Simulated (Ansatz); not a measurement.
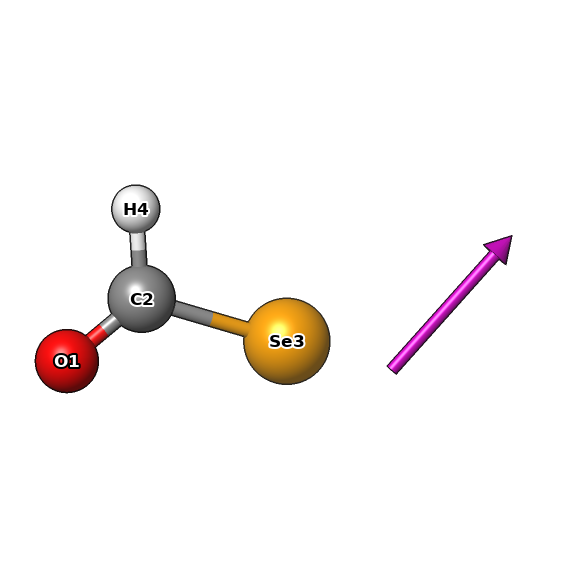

The arrow beside the molecule shows the direction of the dipole moment, from the negative to the positive end (its length means nothing). The species is neutral and a spin doublet. The geometry was computed by an optimisation with PBE0-D4/def2-TZVP. No frequency run is at hand to confirm it as a minimum. Properties computed with UKS PBE0-D4/def2-TZVP (Ansatz 0.2.0).

### Estimate the dipole moment.

2.06 D; it points from the side of O1 to the side of Se3, H4 (the outermost atoms at the two ends).
